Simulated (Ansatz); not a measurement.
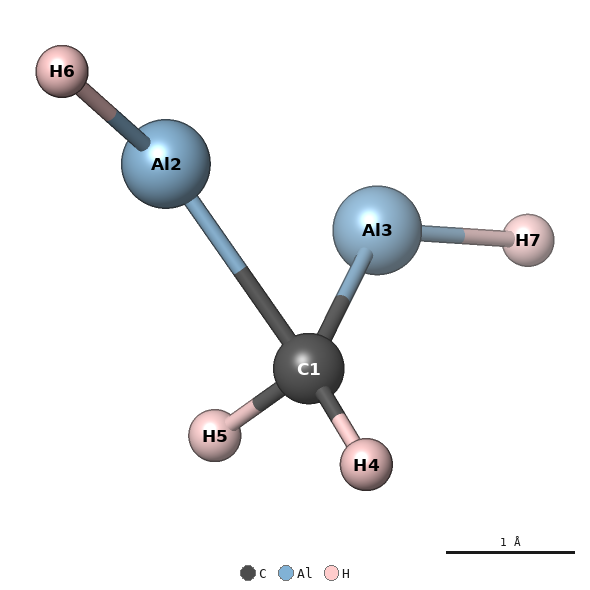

Orthographic view. Depth is shown by fading: the farther an atom, the more it takes the colour of the background. The computed structure is the end point of a PBE-D4/def2-SVP optimisation. No frequency run is at hand to confirm it as a minimum.

Write a Z-matrix (Å, degrees) in the order of the atom numbers, with these reference atoms: 2 to 1; 3 to 1, 2; 4 to 1, 2, 3; 5 to 1, 4, 2; 6 to 2, 1, 4; 7 to 3, 1, 4.

```
C  
Al   1   1.971
Al   1   1.986   2    77.1
H    1   1.109   2   137.4   3   151.3
H    1   1.143   4   108.6   2  -117.4
H    2   1.610   1   136.3   4    -8.5
H    3   1.611   1   135.1   4    18.2
```
